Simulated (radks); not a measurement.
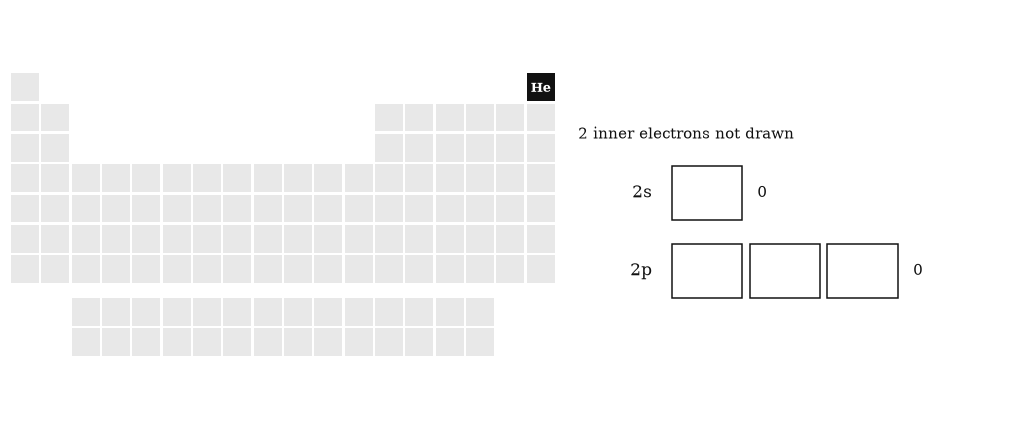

Left, the place of helium in the periodic table; right, the outer shells as the input fills them: a box for each of the 2l + 1 orbitals, shaded by the share of the shell that is filled, with the electron count at the right.

# Atomic calculation for He

System: the neutral helium atom in the configuration 1s2. It sits in a hard spherical wall of radius 3.5 bohr.
Method: scalar-relativistic Kohn-Sham, PBE, spin-polarised, spherical densities, point nucleus (the in-house radial solver radks).

Input:
```
Z 2
configuration [He] 2s0 2p0
relativity scalar-relativistic
functional pbe,pbe
spin polarised
nucleus point
wall 3.5 bohr
c 137.035999084
```

Energies in input and log are in hartree, lengths in bohr.

Log:
```
1s      1   1.0000          -0.55140857
2s      1   0.0000           0.69444540
2p      1   0.0000           0.55314260
1s      2   1.0000          -0.55140857
2s      2   0.0000           0.69444540
2p      2   0.0000           0.55314260
Etot -2.8800957666513467
Ekin 2.9372722314283073
Encl -6.826315386435401
Eh 2.075959320048965
Exc -1.067011931693218
err 1.1774087894243286e-09
it 14
```

Orbitals:

| orbital | occupation | energy (eV) | ⟨r⟩ (bohr) | outer maximum (bohr) |
| --- | --- | --- | --- | --- |
| 1s up | 1 | −15.005 | 0.9099 | 0.562 |
| 1s down | 1 | −15.005 | 0.9099 | 0.562 |
| 2p down | 0 | 15.052 | 1.932 | 1.97 |
| 2p up | 0 | 15.052 | 1.932 | 1.97 |
| 2s down | 0 | 18.897 | 1.947 | 2.27 |
| 2s up | 0 | 18.897 | 1.947 | 2.27 |

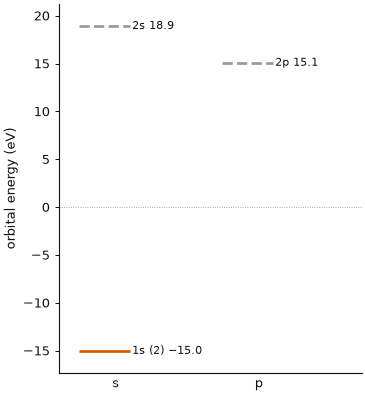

The outer levels are drawn (occupations in brackets, empty levels dashed). The highest occupied level is 1s at −15.0 eV.

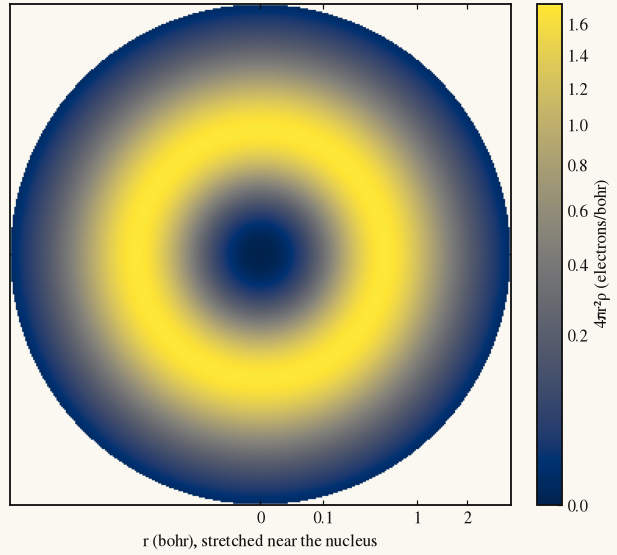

The radial density 4πr²ρ as a disc about the nucleus, with the radius drawn as r to the power 0.4. There is one bright ring, at r = 0.560 bohr.

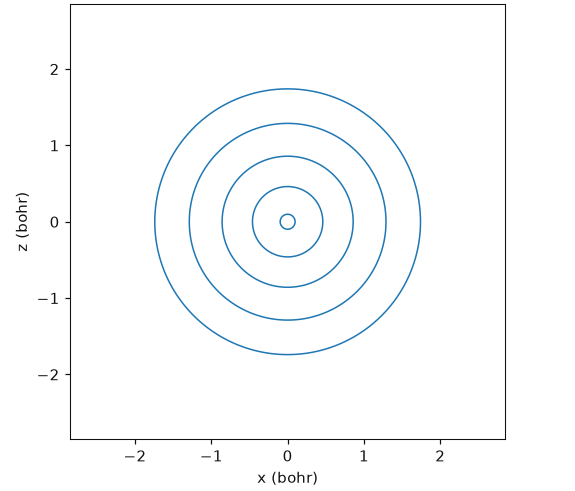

The 1s orbital. The radial function comes from the spherical calculation and is multiplied by a real spherical harmonic; the overall sign is chosen so that the largest lobe of P(r) is positive; at the scalar-relativistic level it is the large component. In the xz plane through the nucleus, contours of ψ are drawn, solid for positive and dashed for negative values, each about twice the one before. It has no angular node and no radial node. The maximum of P² lies at 0.562 bohr, ⟨r⟩ = 0.910 bohr, 90 % of the charge lies within 1.66 bohr, and the eigenvalue is −15.0 eV, with 2 electrons in the shell.

Key numbers:

- outcome: converged
- total energy: −2.880096 hartree
- kinetic energy: 2.937272 hartree
- electron–nucleus energy: −6.826315 hartree
- Hartree energy: 2.075959 hartree
- exchange–correlation energy: −1.067012 hartree
- radius at density 0.001 e/bohr³: 2.48 bohr
- pressure on the wall: 5.18 GPa
- SCF iterations: 14
- hardware: 1 CPU thread, shared host
